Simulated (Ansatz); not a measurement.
# CH3HfNO4 (SMILES O=C=[N][Hf]([OH])([OH])[OH]): what the fields show

The calculation's input:

```
crystal:
  periodic: [false, false, false]
  atoms:
    - {symbol: C, position_ang: [1.825323, 0.269886, -3.292498]}
    - {symbol: Hf, position_ang: [-0.515590, -1.022962, -1.406816]}
    - {symbol: "N", position_ang: [0.963587, -0.205973, -2.598285]}
    - {symbol: O, position_ang: [2.662875, 0.732391, -3.967226]}
    - {symbol: O, position_ang: [-2.011787, 0.180185, -1.375407]}
    - {symbol: O, position_ang: [-1.036550, -2.715103, -2.150070]}
    - {symbol: O, position_ang: [0.185766, -1.260650, 0.364839]}
    - {symbol: H, position_ang: [-2.802799, 0.707405, -1.295064]}
    - {symbol: H, position_ang: [-1.365025, -3.563028, -2.438577]}
    - {symbol: H, position_ang: [0.438654, -1.418657, 1.271034]}
basis:
  gaussian: {orbitals: def2-SVPD}
hamiltonian: {xc: pbe0}
output: {forces: true, orbitals: {seedname: orbitals}}
```

Run with:

```sh
ansatz run input.yaml --threads 2 --pin off --max-ram 6090MiB --events-out events.jsonl --progress --plain --runs-dir runs
```

Geometry: PBE0-D4/def2-SVP; core potentials replace the inner electrons of Hf.

The calculation used isolated molecule in a Gaussian basis; Kohn-Sham density functional theory, functional PBE0 (Ansatz).

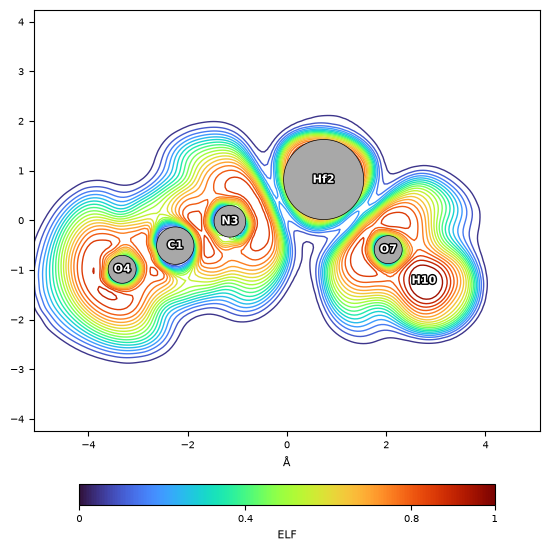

Figure 1. ELF on the plane of atoms N3, Hf2 and O7. Grey discs cover the atomic cores.

### Read the bonding off the picture.

The section cuts through C, Hf, N, O and H sites. C–O (1.17 Å): the ELF peaks at about 0.85 between the atoms (a short, multiple covalent bond). C–N (1.20 Å): the ELF peaks at about 0.85 between the atoms; a multiple bond. Hf–O (1.92 Å): the ELF peaks at about 0.80 in the valence shell of O, 0.5 Å from its nucleus, and drops to about 0.20 between the two atoms. Hf–N (2.07 Å): the ELF peaks at about 0.90 in the valence shell of N, 0.6 Å from its nucleus, and drops to about 0.20 between the two atoms. O–H (0.95 Å): the ELF climbs to about 1 towards the hydrogen, as it does in any bond to H: an ordinary covalent bond to hydrogen. The ELF also peaks beside O4, away from the bonds: lone-pair regions.

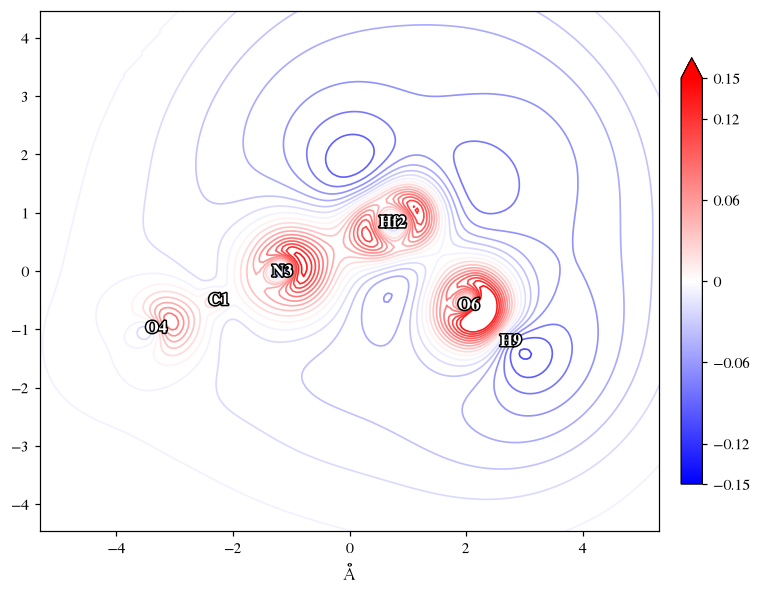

Figure 2. The LUMO on the plane of atoms N3, Hf2 and O6 (values in Å⁻³ᐟ²; the overall sign is arbitrary).

### What is the character of this orbital?

By Hirshfeld shares it lies mainly on Hf2 (about 55 %), H8 (about 10 %), H9 (about 10 %) and H10 (about 10 %). Its energy is −0.40 eV.

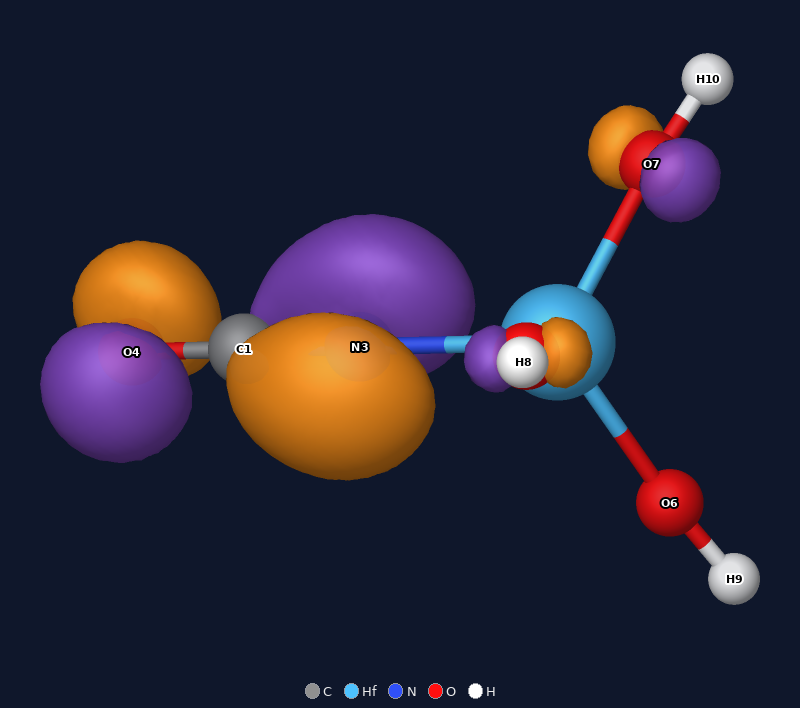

Figure 3. The HOMO at ±0.15 Å⁻³ᐟ² (orange and purple are the two phases), seen at a tilt.

### What is the character of this orbital?

By Hirshfeld shares it lies mainly on N3 (about 45 %), O4 (about 30 %) and C1 (about 10 %); largely a combination of lone pairs on N3 and O4. It is one of a degenerate set, so its orientation is arbitrary. Its energy is −8.30 eV.
